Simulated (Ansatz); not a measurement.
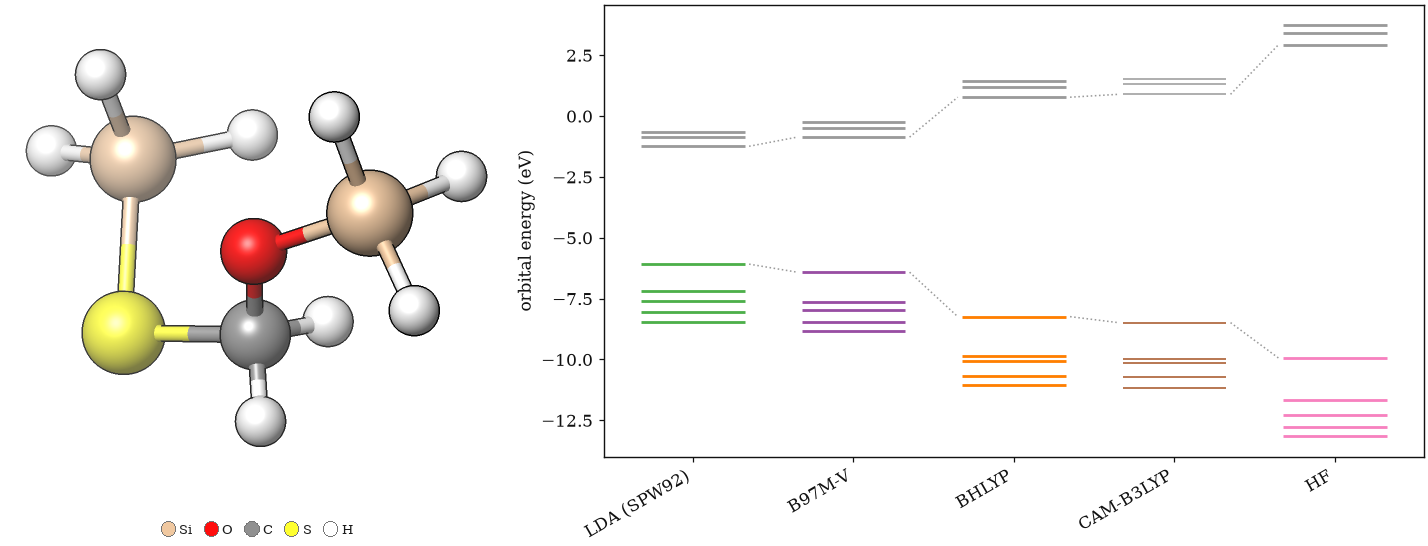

Frontier orbital energies of CH₈OSSi₂, SMILES [SiH3]OCS[SiH3] at one geometry, def2-TZVPP, the Ansatz code, at a PBE0-D4/def2-TZVP geometry (a minimum by its frequencies). Empty levels are grey, levels within 0.1 eV stand side by side; all columns show the same few orbitals around the gap. Dotted lines join the HOMOs and the LUMOs.

How do the frontier levels move from column to column?

Answer. The separation grows from 4.84 eV (LDA (SPW92)) to 12.89 eV (HF).

```
      level  HOMO (eV)  LUMO (eV)  separation (eV)
LDA (SPW92)      −6.09      −1.25             4.84
     B97M-V      −6.42      −0.87             5.55
      BHLYP      −8.24       0.77             9.01
  CAM-B3LYP      −8.49       0.89             9.38
         HF      −9.95       2.94            12.89
```

Caveats, for all or some of the runs: empty levels above zero depend strongly on the basis; one conformer of a flexible molecule.
